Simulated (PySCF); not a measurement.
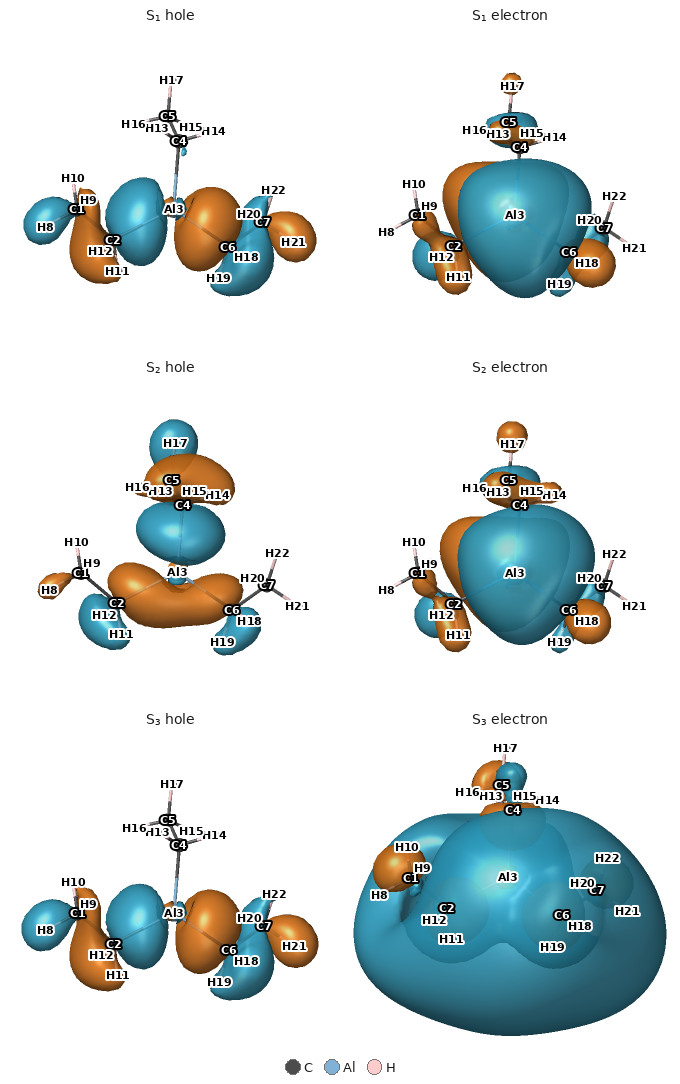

C₆H₁₅Al, SMILES `CC[Al](CC)CC`. Leading natural transition orbitals (TDHF singlet states).

Method: HF/6-31+G*; geometry: GFN2-xTB; program: PySCF. No frequency check shows the geometry to be a minimum.

Input script:

```python
import numpy as np
from pyscf import gto, scf, dft, tdscf
from pyscf.scf import atom_ks, atom_hf
from scipy.linalg import block_diag

def solve(mol, dm0=None, hcore=None):
    mf = scf.UHF(mol) if mol.spin else scf.RHF(mol)
    mf = mf.density_fit(auxbasis='def2-universal-jkfit')
    mf.conv_tol, mf.max_cycle = 1e-8, 80
    if hcore is not None:
        mf.get_hcore = lambda *args: hcore
    mf.kernel(dm0)
    if not mf.converged:
        mf = mf.newton().run(mf.mo_coeff, mf.mo_occ, max_cycle=30)
    assert mf.converged, 'SCF not converged'
    return mf

mol = gto.M(atom='''
C      2.97387     0.52504     0.04411
C      1.70569     1.29180    -0.36375
Al     0.00909     0.36055     0.18167
C      0.01730    -1.58412     0.69438
C     -0.05634    -2.53689    -0.51373
C     -1.71881     1.38738     0.14905
C     -2.93146     0.51519    -0.21605
H      3.87666     1.03721    -0.29158
H      3.02679     0.41947     1.12734
H      2.97331    -0.47593    -0.38626
H      1.74132     2.29907     0.07816
H      1.73930     1.46620    -1.44921
H      0.91727    -1.84267     1.27240
H     -0.82812    -1.81519     1.36057
H     -0.96600    -2.36204    -1.08711
H      0.79066    -2.37948    -1.18073
H     -0.04955    -3.58136    -0.19837
H     -1.92097     1.86368     1.12000
H     -1.65374     2.22298    -0.56369
H     -2.82843     0.11860    -1.22558
H     -3.86206     1.08228    -0.16763
H     -3.01616    -0.33033     0.46580
''', basis='6-31+g*', charge=0, spin=0, verbose=4)
mf = solve(mol)
td = mf.TDHF()
td.nstates, td.singlet, td.conv_tol = 6, True, 1e-5
td.kernel()
td.analyze()
x, y = np.array([p[0] for p in td.xy]), np.array([p[1] + 0 * p[0] for p in td.xy])
f, mu = td.oscillator_strength(), td.transition_dipole()
nto = [td.get_nto(state=i + 1, verbose=4) for i in range(len(td.e))]
# spherically averaged free atoms, for the promolecule
atm = scf.atom_hf.get_atm_nrhf(mol)
pro = block_diag(*[(atm[a[0]][2] * atm[a[0]][3]) @ atm[a[0]][2].T for a in mol._atom])
np.savez('result.npz', e=td.e, f=f, ok=td.converged, w=[n[0] for n in nto], nto=[n[1] for n in nto], x=x, y=y, c=mf.mo_coeff, occ=mf.mo_occ, eps=mf.mo_energy, pro=pro, mu=mu)
```

Command:

```sh
OMP_NUM_THREADS=1 python input.py
```

The run took 4.8 min on 1 thread of AMD EPYC 9R45 96-Core Processor (Zen 5), with other jobs on the host, peak memory 0.65 GiB.

Describe these excited states.

By state:
- S₁: 6.01 eV (206 nm), f = 0.001 (very weak); the leading pair carries 99 %; hole on C6 (30 %), C2 (24 %) and Al3 (20 %), electron on Al3 (59 %), C2 and C6 (8 % each) and C4 (6 %); their centroids lie 0.6 Å apart; S₂ lies within 0.1 eV of it.
- S₂: 6.10 eV (203 nm), f = 0.004; the leading pair carries 98 %; hole on C4 (36 %), Al3 (20 %) and C2 (13 %), electron on Al3 (58 %), C4 (8 %) and C2 and C6 (6 % each); their centroids lie 0.7 Å apart; S₁ lies within 0.1 eV of it.
- S₃: 6.93 eV (179 nm), f = 0.081, partly diffuse acceptor orbital; the leading pair carries 91 %; hole on C6 (27 %), C2 (24 %) and Al3 (19 %), electron on Al3 (36 %), C2 and C6 (13 % each) and C7 (6 %) (atom shares of so diffuse an orbital are rough); their centroids lie 0.4 Å apart.
